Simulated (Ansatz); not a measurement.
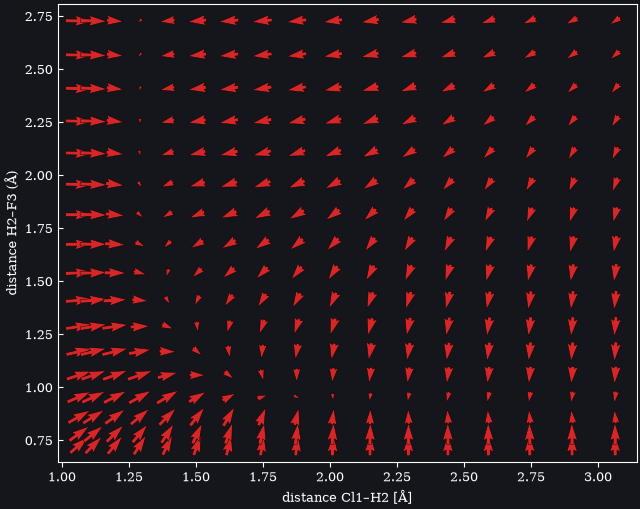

The system Cl⁻ + HF. The first coordinate is: distance Cl1–H2; the second: distance H2–F3. Nothing is relaxed (the angle Cl1–H2–F3 is fixed at 160 degrees). The scan uses a 17 × 17 grid. The reference is spin-restricted, so regions where a bond is pulled apart into radicals lie too high. All numbers below come from Ansatz, RHF/aug-cc-pVTZ.

Drawn: arrows along the force (downhill), their lengths compressed.

The arrows alone are given. Where is the energy lowest?

The arrows converge at about distance Cl1–H2 = 2.103 Å, distance H2–F3 = 0.928 Å (read from the interpolated surface).

The energy map of the same scan:

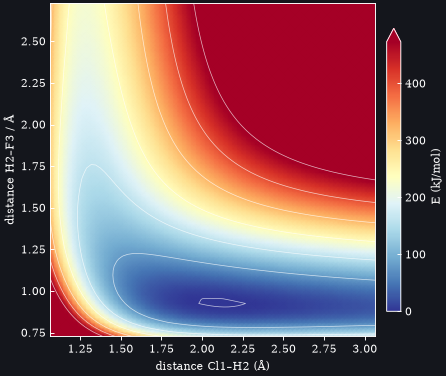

Energies are in kJ/mol, from the lowest grid point; between grid points the surface is interpolated.
